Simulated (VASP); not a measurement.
Band structure of CsSnI3 (cubic perovskite). Level of theory: optB88-vdW, VASP's PBE PAW potentials (set 64) (plane waves; VASP).

Unless said otherwise, spin-orbit coupling is left out, though it shifts the bands of the heavy elements here.

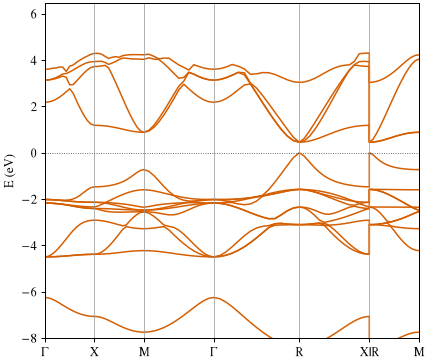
*Bands along high-symmetry lines, zero at the valence-band maximum or, without a gap, the Fermi level*

Task: Read the plot: is there a gap, and where are the band edges?

Result: The gap is direct, 0.45 eV, from the valence maximum at R to the conduction minimum at R. (Edges off the drawn lines would not show.)

The compound is CsSnI3 in the cubic perovskite structure, the ideal cubic form; the compound distorts at low or room temperature. It was relaxed first.
